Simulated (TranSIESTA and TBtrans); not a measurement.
Junction: Ga chain with one Ag atom in place of Ga. Leads: straight Ga chain, spacing 2.55 Å. Geometry: 3 atoms about the centre moved by SIESTA (PBE, DZP) to a largest force of 0.02 eV/Å, all others as built, motion along the axis alone.

Computed with TranSIESTA and TBtrans, PBE, DZP numerical orbitals (energy shift 0.15 eV), PseudoDojo norm-conserving scalar-relativistic potentials, mesh cutoff 200 Ry, 300 K, no spin polarisation, no spin-orbit coupling; self-consistent non-equilibrium Green functions.

Energies count from the leads' Fermi level. Transmissions are for one spin of a degenerate pair. The energy step is 0.01 eV; narrower resonances are cut or missed.

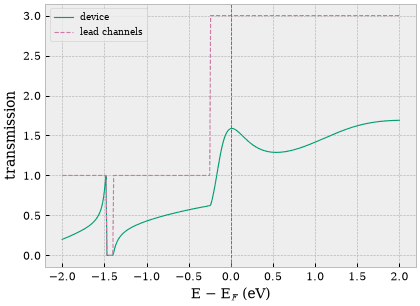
Figure. Transmission against energy

```tsv
E (eV)	T	lead channels
-2.00	0.20	1
-1.80	0.29	1
-1.60	0.45	1
-1.40	0	0
-1.20	0.34	1
-1.00	0.43	1
-0.80	0.49	1
-0.60	0.55	1
-0.40	0.59	1
-0.20	0.81	3
0.00	1.59	3
0.20	1.43	3
0.40	1.31	3
0.60	1.29	3
0.80	1.34	3
1.00	1.42	3
1.20	1.51	3
1.40	1.59	3
1.60	1.65	3
1.80	1.68	3
2.00	1.69	3
```

The straight chain is held at its spacing; free chains may zigzag or dimerise. No spin-polarised start was tried, so a magnetic state, if there is one, is missed.
